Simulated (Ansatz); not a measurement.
# GeH2 (SMILES [GeH2]): levels of theory compared

Wanted: a comparison of 5 runs (SVWN5/STO-3G, revPBE/STO-3G, wB97M-V/STO-3G, BCCD(T)/STO-3G, CCSDTQ/STO-3G) of GeH2. 

The calculation is run with Ansatz 0.2.0.

41 further runs of the same task are left out: 7 that didn't finish, 34 set aside as unsound or not needed.

**1. The structure to begin with**

GeH2 has 3 atoms, charge 0, and is taken as a singlet. As SMILES, `[GeH2]`. The H3–Ge1 distance was set to 3.189 Å, away from the relaxed value. At this shape a bond of the SMILES string is far longer than usual.

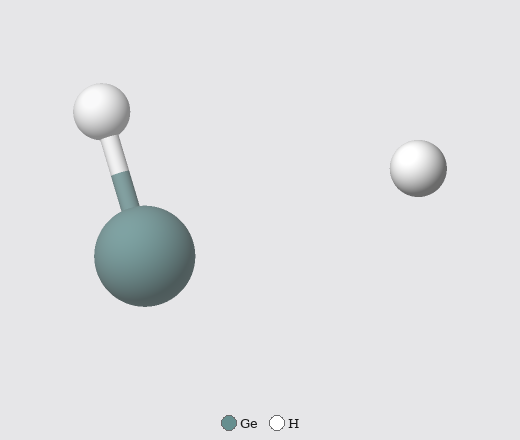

Viewed from a chosen angle; germanium teal, hydrogen white.

**2. A single-point energy at SVWN5/STO-3G (run 1)**

Contents of job.yaml:

```yaml
crystal:
  periodic: [false, false, false]
  atoms:
    - {symbol: Ge, position_ang: [-0.927306, 1.958928, -0.282100]}
    - {symbol: H, position_ang: [0.425794, 2.297428, 0.490600]}
    - {symbol: H, position_ang: [-0.212900, -1.148700, -0.245300]}
basis:
  gaussian:
    orbitals: STO-3G
hamiltonian:
  xc: {name: SVWN5}
accuracy: high
```

Started as:

```bash
ansatz run job.yaml --threads 1 --pin off --max-ram 2610MiB --events-out events.jsonl --progress --plain --runs-dir runs
```

Output:

```text
Warning: RAYON_NUM_THREADS=1 ignored (pool sized by the plan → 1); use --threads N
Functional definition: SVWN5
  name "SVWN5"
  exchange = slater_x
  correlation = vwn5_c
228 factors; integrals over basis functions are off by at most 5.6e-8 eV
mean field evaluation 1: about -55570.5679 eV, gradient 1.8e2 eV
mean field evaluation 2: about -55767.0768 eV, gradient 5.4e1 eV
mean field evaluation 4: about -55751.9156 eV, gradient 3.6e1 eV
mean field evaluation 8: about -55788.9244 eV, gradient 1.5e1 eV
mean field evaluation 16: about -55797.6439 eV, gradient 1.8e-1 eV
mean field evaluation 32: about -55570.5679 eV, gradient 1.8e2 eV
mean field evaluation 64: about -55620.6788 eV, gradient 1.1e2 eV
mean field evaluation 96: about -55759.2147 eV, gradient 4.9e1 eV
mean field evaluation 128: about -55796.5911 eV, gradient 8.6e0 eV
mean field -55797.68358418 eV, -2050.5270506902 hartree, gradient 1.2e-8 eV, S^2 0.000000; 11 other end points of the search recorded, 0 dependent functions left out
reference -55797.68358587 eV, -2050.5270507524 hartree; 17, 17 occupied and 3, 3 virtual orbitals, 228 factors
Total energy: -55797.68358587 eV, -2050.5270507524 hartree
```

Wall time 1.4 s (1 thread of AMD EPYC 7R43 (Zen 3), shared host); peak memory 0.096 GiB.

**3. A single-point energy at revPBE/STO-3G (run 2)**

Contents of in.yaml:

```yaml
crystal:
  periodic: [false, false, false]
  atoms:
    - {symbol: Ge, position_ang: [-0.927306, 1.958928, -0.282100]}
    - {symbol: H, position_ang: [0.425794, 2.297428, 0.490600]}
    - {symbol: H, position_ang: [-0.212900, -1.148700, -0.245300]}
basis:
  gaussian:
    orbitals: STO-3G
hamiltonian:
  xc: {name: revPBE}
accuracy: high
```

Started as:

```bash
ansatz run in.yaml --threads 1 --pin off --max-ram 2610MiB --events-out events.jsonl --progress --plain --runs-dir runs
```

Output, cut to the lines that bear on the results:

```text
Warning: RAYON_NUM_THREADS=1 ignored (pool sized by the plan → 1); use --threads N
Functional definition: revPBE
  name "revPBE"
[...]
228 factors; integrals over basis functions are off by at most 5.6e-8 eV
[...]
mean field -55885.48676928 eV, -2053.7537582276 hartree, gradient 2.2e-8 eV, S^2 0.000000; 7 other end points of the search recorded, 0 dependent functions left out
reference -55885.48677146 eV, -2053.7537583076 hartree; 17, 17 occupied and 3, 3 virtual orbitals, 228 factors
Total energy: -55885.48677146 eV, -2053.7537583076 hartree
```

Run time: 2 s. Hardware: 1 thread of AMD EPYC 7R43 (Zen 3), shared host; peak memory 0.099 GiB.

Runs 3 to 4 aren't shown in full; the table further down has their settings and results.

**4. A single-point energy at CCSDTQ/STO-3G (run 5)**

Edit in.yaml of step 3 so:

```diff
@@ -9,4 +9,7 @@
     orbitals: STO-3G
-hamiltonian:
-  xc: {name: revPBE}
+correlation:
+  method: ccsdtq
+  frozen_orbitals: {Ge: 9, H: 0}
 accuracy: high
+scf:
+  omitted_lower_state_checks: [cluster_reference, increment]
```

Started as:

```bash
ansatz run in.yaml --threads 1 --pin off --max-ram 2610MiB --events-out events.jsonl --progress --plain --runs-dir runs
```

Output:

```text
Warning: RAYON_NUM_THREADS=1 ignored (pool sized by the plan → 1); use --threads N
[... 14 lines left out ...]
9 core orbitals not correlated: weight in the atoms' cores, before any rotation towards them, 1.000 or more for the frozen orbitals, at most 0.000 for the correlated occupied ones
[... 46 lines left out ...]
WARN: these amplitudes may be one of several solutions (largest doubles amplitude 0.77, level shift 9.46 eV)
Total energy: -55857.56414981 eV, -2052.7276208887 hartree
Checks for a lower state left out: cluster_reference, increment
```

It took 11 s on 1 thread of AMD EPYC 7R43 (Zen 3), shared host; peak memory 0.38 GiB.

**5. All runs side by side**

```csv
run,level,frozen core orbitals,energy (Eh),wall time
1,SVWN5/STO-3G,–,-2050.527051,1.4 s
2,revPBE/STO-3G,–,-2053.753758,2 s
3,wB97M-V/STO-3G,–,-2053.968495,44 s
4,BCCD(T)/STO-3G,9,-2052.727755,0.46 s
5,CCSDTQ/STO-3G,9,-2052.727621,11 s
```

**6. What came out**

| quantity | value |
| --- | --- |
| run 5: total energy | -2052.72762 Eh |
| run 5: correlation energy (9 core orbitals frozen) | -180.5 mEh |
| run 5: T1 diagnostic | 0.048 |

Totals of different functionals can't be ranked against each other. In runs 4, 5 the log says that unrestricted orbitals would lower the reference, so the values rest on an unstable closed-shell determinant (other closed-shell runs at this shape may share the fault). In runs 1, 2, 3, 4, 5 the basis is minimal, so the values are rough. In runs 1, 2, 3 a closed-shell determinant meets a far-stretched bond, which it describes badly. All runs together took 59 s, the longest 44 s.
